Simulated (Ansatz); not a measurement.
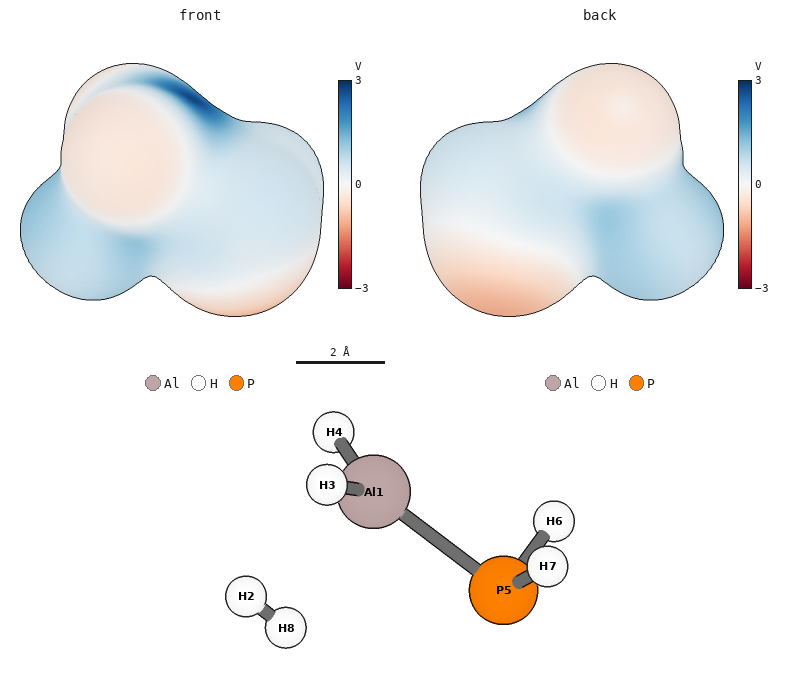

The picture shows: AlH4P···H2. The electrostatic potential painted on the density surface at 0.002 e/bohr³, seen from the front and from behind; red is negative and blue positive. The bare structure is drawn below in the same view.

All numbers below come from RKS PBE-D4/6-31G* in Ansatz.

```xyz
8

Al    0.1122   -0.6762   -0.0761
H    -0.0696    0.5806    1.9479
H     1.4588    0.1768   -0.2443
H    -1.3146   -0.0575   -0.4617
P     0.2128   -2.8822    0.7413
H    -0.6913   -3.3887   -0.2532
H     1.3940   -3.2161   -0.0038
H    -0.1546   -0.1147    2.2358
```

> Which sites attract a positive test charge, and which a negative one?

A positive charge is drawn to the negative regions and a negative charge to the positive ones. The most negative region (about −1.0 V, or −23 kcal/mol for a unit charge) lies over P5, the most positive (about +2.5 V, or +58 kcal/mol for a unit charge) over Al1.
